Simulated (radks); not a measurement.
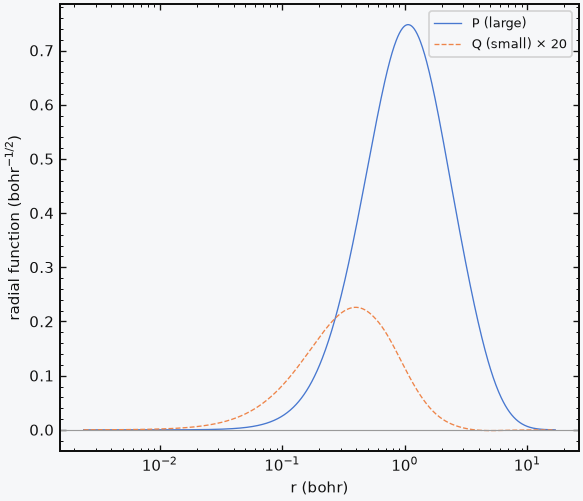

Figure 1. The large and small radial components of one occupied spinor. It is 3d3/2. The spinor has κ = 2: the large component has l = 2 and 0 radial nodes, the small one has l = 1. The small component carries 0.0085 % of the norm; ⟨r⟩ = 1.71 bohr and the eigenvalue is −4.35 eV. The nodes of P give n − l − 1 and its extent picks the shell; Q has as many nodes as P for κ < 0 and one more for κ > 0.

# Run report: Sc, atomic calculation

System: the neutral scandium atom in the configuration [Ne] 3s2 3p5 3d2 4s2 (open shells shared over both j by 2j + 1).
Method: Dirac Kohn-Sham, B86b exchange with PBE correlation, spin-unpolarised, spherical densities, finite nucleus (the in-house radial solver radks).

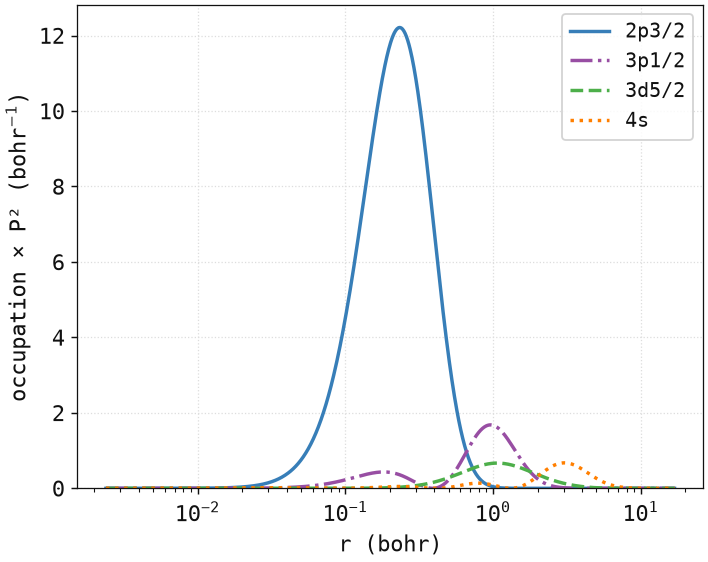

Figure 2. The radial probability densities P² (large components) of 2p3/2, 4s, 3d5/2 and 3p1/2, each times its occupation. 2p3/2: outer maximum at 0.233 bohr, ⟨r⟩ = 0.308 bohr, 0 nodes, eigenvalue −390.1 eV; 3p1/2: outer maximum at 0.959 bohr, ⟨r⟩ = 1.15 bohr, 1 node, eigenvalue −35.6 eV; 3d5/2: outer maximum at 1.07 bohr, ⟨r⟩ = 1.71 bohr, 0 nodes, eigenvalue −4.31 eV; 4s: outer maximum at 3.04 bohr, ⟨r⟩ = 3.63 bohr, 3 nodes, eigenvalue −4.35 eV.

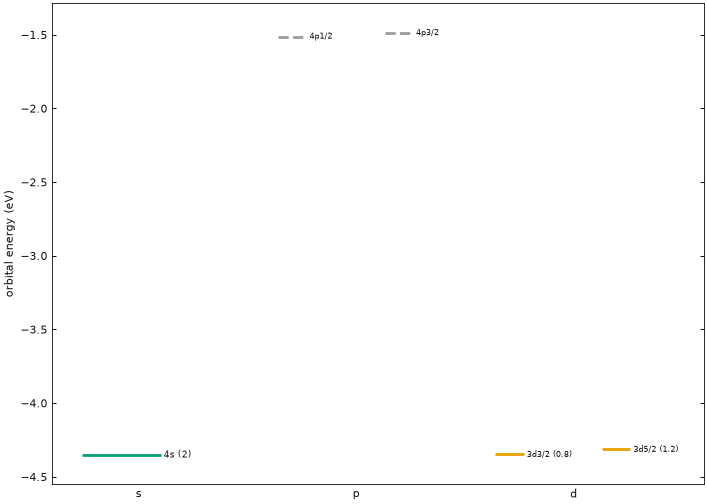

Figure 3. The outer levels are drawn by angular momentum (occupations in brackets, the lower j at the left of each column, empty levels dashed). The highest occupied level is 3d5/2 at −4.31 eV. From the top down the occupied levels run 3d5/2 (−4.31 eV), 3d3/2 (−4.35 eV), 4s (−4.35 eV). The lowest empty level drawn is 4p1/2 at −1.51 eV. Spin-orbit splittings: 4p 0.0244 eV, 3d 0.0344 eV. The open 3p shell lies under a filled one.

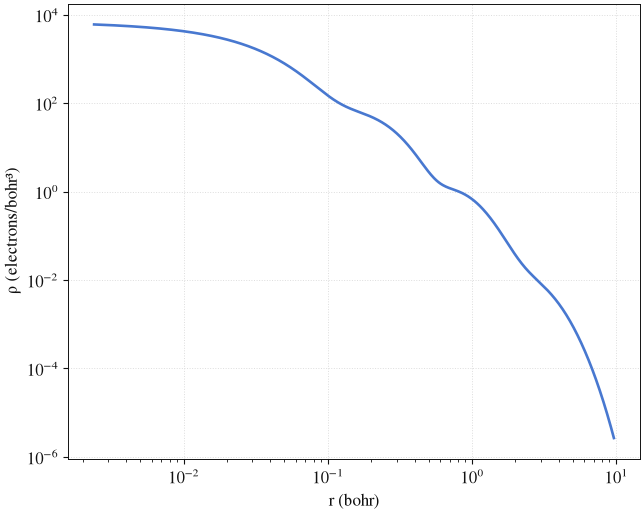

Figure 4. The electron density ρ(r) on a logarithmic scale. The density falls from 6100 electrons/bohr³ at the inner end (r = 0.0024 bohr) to 0.001 at r = 4.93 bohr, a common measure of the size of an atom or ion. The steps in the slope mark the shells; the radial density has its minima at 0.12 and 0.62 bohr.

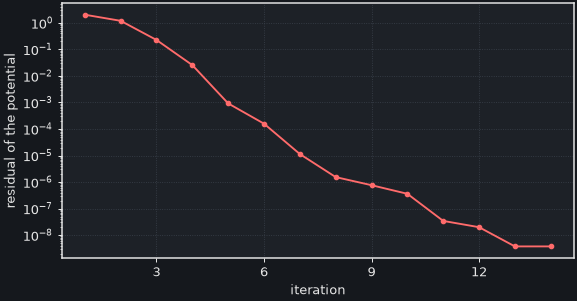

Figure 5. Convergence: residual of the potential against the iteration. The residual falls almost steadily, with no more than small rises or pauses. It goes from 2.0 to 3.7×10⁻⁹ in 14 steps.

These pictures come from the run below.

**Input file**
```
Z 21
configuration [Ne] 3s2 3p5 3d2 4s2 4p0 5s0
relativity Dirac
functional b86_mgc,pbe
spin unpolarised
j_filling average
nucleus finite rms 3.5459 fm
c 137.035999084
```

Energies in input and log are in hartree, lengths in bohr (the nuclear radius in fm).

Launched within a batch (the task file carries these settings):
```bash
python <driver script> task.json out
```

**Log**
```
1s1/2   1   2.0000        -161.80397833
2s1/2   1   2.0000         -17.54785046
2p1/2   1   2.0000         -14.50576392
2p3/2   1   4.0000         -14.33461306
3s1/2   1   2.0000          -2.08642374
3p1/2   1   1.6667          -1.30816880
3p3/2   1   3.3333          -1.28900193
3d3/2   1   0.8000          -0.15982445
3d5/2   1   1.2000          -0.15855974
4s1/2   1   2.0000          -0.15988445
4p1/2   1   0.0000          -0.05560459
4p3/2   1   0.0000          -0.05470671
5s1/2   1   0.0000          -0.00378276
Etot -763.1589086835869
Ekin 769.8674842511946
Encl -1812.276742969834
Eh 318.20586832765434
Exc -38.95551829260185
err 3.7509356745460165e-09
it 14
```

**Summary**

| quantity | value |
| --- | --- |
| outcome | converged |
| total energy | −763.158909 hartree |
| kinetic energy | 769.867484 hartree |
| electron–nucleus energy | −1812.2767 hartree |
| Hartree energy | 318.205868 hartree |
| exchange–correlation energy | −38.955518 hartree |
| radius at density 0.001 e/bohr³ | 4.93 bohr |
| SCF iterations | 14 |
| hardware | 1 thread of Arm Neoverse N1, 40 GiB of memory available, shared host |
